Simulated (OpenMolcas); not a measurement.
# BSiN2H5 (SMILES N[SiH]1BN1) at 6 levels

Wanted: a comparison of 6 runs (HF/cc-pVDZ, B3LYP/6-31G*, B2PLYP/cc-pVDZ, BHLYP/cc-pVDZ, MP2/cc-pVDZ) of BSiN2H5. 

The results are computed with OpenMolcas 26.06.

1 further run of the same task is left out (set aside as unsound or not needed).

## (1) The molecule

BSiN2H5 has 9 atoms, charge 0, and is taken as a singlet. SMILES: `N[SiH]1BN1`. The N1–Si2 distance was set to 2.553 Å, away from the relaxed value. At this shape a bond of the SMILES string is far longer than usual.

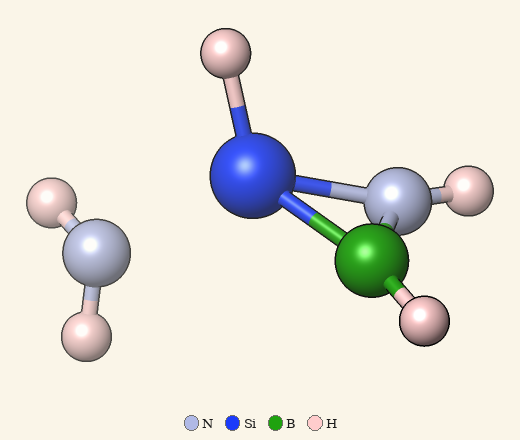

The structure, seen from a chosen angle (nitrogen light blue, silicon blue, boron green, hydrogen pink).

## (2) The energy at HF/cc-pVDZ (run 1)

job.inp reads:

```
* BH5N2Si Hartree-Fock

&GATEWAY
 BasLib = $CurrDir
 Coord
 9
 angstrom
 N       -1.086148       2.294396       0.062051
 Si       0.258900       0.175500       0.530500
 B       -0.233900      -1.625800       0.110200
 N        0.650500      -0.971600      -0.738400
 H       -0.669648       3.209596       0.056751
 H       -2.010148       2.283596      -0.333449
 H        1.441200       0.620900       1.305200
 H       -0.741300      -2.702400       0.114400
 H        1.134000      -1.211600      -1.592900
 Basis = cc-pVDZ
 Group = NoSym

&SEWARD

&SCF
 Thresholds = 1e-10 1e-07 1e-07 1e-05
 PrOrbitals = 1 2
```

The basis set cc-pVDZ is read from a file made from the Basis Set Exchange's data (not shown).

Launch:

```
$ export MOLCAS_MEM=1860
$ pymolcas job.inp > job.log
```

Standard output:

```text
--- Start Module: gateway ---
[...]
--- Stop Module: gateway /rc=_RC_ALL_IS_WELL_ ---
--- Start Module: seward ---
[...]
      Basis functions           85
--- Stop Module: seward /rc=_RC_ALL_IS_WELL_ ---
[...]
--- Start Module: scf ---
[...]
       Convergence after  16 Iterations
[...]
::    Total SCF energy                               -425.3196311123
[...]
      Total spin, S                                     0.0000000000
[...]
      Total electronic charge=   38.000000
      Total            charge=   -0.000000
[...]
      Dipole Moment (debye):
      Origin of the operator (angstrom)=   -0.0317    0.1076    0.0851
                   X=  2.0193E+00               Y= -2.2822E+00               Z= -9.3407E-01           Total=  3.1872E+00
      Quadrupole Moment (debye*angstrom):
[...]
--- Stop Module: scf /rc=_RC_ALL_IS_WELL_ ---
[...]
```

Wall time 5.4 s (1 thread of Intel Xeon 6975P-C (Granite Rapids), shared host); peak memory 0.47 GiB.

## (3) A single-point energy at B3LYP/6-31G(d) (spherical functions) (run 2)

mol.inp reads:

```
>>> EXPORT MOLCAS_PRINT=2

&gateway
  baslib = $CurrDir
  coord
  9
  angstrom
  N       -1.086148       2.294396       0.062051
  Si       0.258900       0.175500       0.530500
  B       -0.233900      -1.625800       0.110200
  N        0.650500      -0.971600      -0.738400
  H       -0.669648       3.209596       0.056751
  H       -2.010148       2.283596      -0.333449
  H        1.441200       0.620900       1.305200
  H       -0.741300      -2.702400       0.114400
  H        1.134000      -1.211600      -1.592900
  basis = 6-31Gs
  group = NoSym

&seward
  gridinput
  Grid=UltraFine
  End of Grid

&scf
  ksdft = B3LYP
  thresholds = 1e-10 1e-07 1e-07 1e-05
  prorbitals = 1
```

The basis set 6-31G* is read from a file made from the Basis Set Exchange's data (not shown).

Launch:

```
$ export MOLCAS_MEM=1860
$ pymolcas mol.inp > mol.log
```

Standard output:

```text
--- Start Module: gateway ---
[...]
--- Stop Module: gateway /rc=_RC_ALL_IS_WELL_ ---
--- Start Module: seward ---
[...]
      Basis functions           70
--- Stop Module: seward /rc=_RC_ALL_IS_WELL_ ---
[...]
--- Start Module: scf ---
[...]
       Convergence after  17 Iterations
[...]
::    Total KS-DFT energy                            -426.7576617919
[...]
      Total spin, S                                     0.0000000000
[...]
      Total electronic charge=   38.000000
      Total            charge=   -0.000000
[...]
      Dipole Moment (debye):
      Origin of the operator (angstrom)=   -0.0317    0.1076    0.0851
                   X=  1.7415E+00               Y= -1.7017E+00               Z= -1.2473E+00           Total=  2.7357E+00
      Quadrupole Moment (debye*angstrom):
[...]
--- Stop Module: scf /rc=_RC_ALL_IS_WELL_ ---
[...]
```

Run time: 15 s. Hardware: 1 thread of Intel Xeon 6975P-C (Granite Rapids), shared host; peak memory 0.42 GiB.

Runs 3 to 5 aren't shown in full; the table further down has their settings and results.

## (4) The energy at MP2/cc-pVDZ (run 6)

job.inp reads:

```
>>> EXPORT MOLCAS_PRINT=2

&GATEWAY
  BasLib=$CurrDir
  Coord
  9
  angstrom
  N       -1.086148       2.294396       0.062051
  Si       0.258900       0.175500       0.530500
  B       -0.233900      -1.625800       0.110200
  N        0.650500      -0.971600      -0.738400
  H       -0.669648       3.209596       0.056751
  H       -2.010148       2.283596      -0.333449
  H        1.441200       0.620900       1.305200
  H       -0.741300      -2.702400       0.114400
  H        1.134000      -1.211600      -1.592900
  Basis=cc-pVDZ
  Group=NoSym

&SEWARD

&SCF
  Thresholds=1e-10 1e-07 1e-07 1e-05
  PrOrbitals=1 2

&MBPT2
  Frozen=8
```

The basis set cc-pVDZ is read from a file made from the Basis Set Exchange's data (not shown).

Launch:

```
$ export MOLCAS_MEM=1860
$ pymolcas job.inp > job.log
```

Standard output:

```text
--- Start Module: gateway ---
[...]
--- Stop Module: gateway /rc=_RC_ALL_IS_WELL_ ---
[...]
      Basis functions           85
[...]
--- Start Module: scf ---
[...]
       Convergence after  16 Iterations
[...]
::    Total SCF energy                               -425.3196311123
[...]
      Total spin, S                                     0.0000000000
[...]
      Total electronic charge=   38.000000
      Total            charge=   -0.000000
[...]
      Dipole Moment (debye):
      Origin of the operator (angstrom)=   -0.0317    0.1076    0.0851
                   X=  2.0193E+00               Y= -2.2822E+00               Z= -9.3407E-01           Total=  3.1872E+00
      Quadrupole Moment (debye*angstrom):
[...]
--- Stop Module: scf /rc=_RC_ALL_IS_WELL_ ---
[...]
--- Start Module: mbpt2 ---
[...]
WARNING!
Default frozen orbitals as non valence orbitals is overwritten by user input.
Default values:   5
[...]
       Reference weight ( Cref**2 )         =        0.83095
::    Total MBPT2 energy                             -425.8455371858
[...]
      Total MBPT2 calculations                           0.17      0.20
--- Stop Module: mbpt2 /rc=_RC_ALL_IS_WELL_ ---
[...]
```

Wall time 6 s (1 thread of Intel Xeon 6975P-C (Granite Rapids), shared host); peak memory 0.47 GiB.

## (5) The series

```csv
run,level,integration grid,Cartesian functions,energy (Eh),dipole moment (D) of the reference,HOMO energy (eV),LUMO energy (eV),wall time
1,HF/cc-pVDZ,–,no,-425.319631,3.19,-8.69,2.10,5.4 s
2,B3LYP/6-31G* (spherical functions),UltraFine,no,-426.757662,2.74,-4.79,-1.61,15 s
3,B3LYP/6-31G* (Cartesian functions),UltraFine,yes,-426.762162,2.75,-4.79,-1.62,16 s
4,B2PLYP/cc-pVDZ,UltraFine,no,-426.487719,2.90,-6.42,-0.17,23 s
5,BHLYP/cc-pVDZ,UltraFine,no,-426.671646,2.89,-6.45,-0.50,22 s
6,MP2/cc-pVDZ,–,no,-425.845537,3.19,-8.69,2.10,6 s
```

## (6) Results

```
                                          quantity          value
                               run 6: total energy  -425.84554 Eh
         run 6: dipole moment (mean-field density)         3.19 D
        run 6: HOMO energy (Hartree–Fock orbitals)       -8.69 eV
        run 6: LUMO energy (Hartree–Fock orbitals)        2.10 eV
      run 6: HOMO–LUMO gap (Hartree–Fock orbitals)       10.79 eV
run 6: correlation energy (8 core orbitals frozen)     -525.9 mEh
```

What this shows: Over runs 1, 2, 3, 4, 5 the dipole moment (its size) runs from 2.74 D (B3LYP/6-31G*) to 3.19 D (HF/cc-pVDZ). The two ends differ in method and basis. Over runs 1, 2, 3, 4, 5 the HOMO–LUMO gap runs from 3.16 eV (B3LYP/6-31G*) to 10.79 eV (HF/cc-pVDZ). For B2PLYP the log adds the whole second-order term; the table takes 0.27 of it, as the functional is defined. Totals of different functionals can't be ranked against each other. All runs together took 88 s, the longest 23 s.
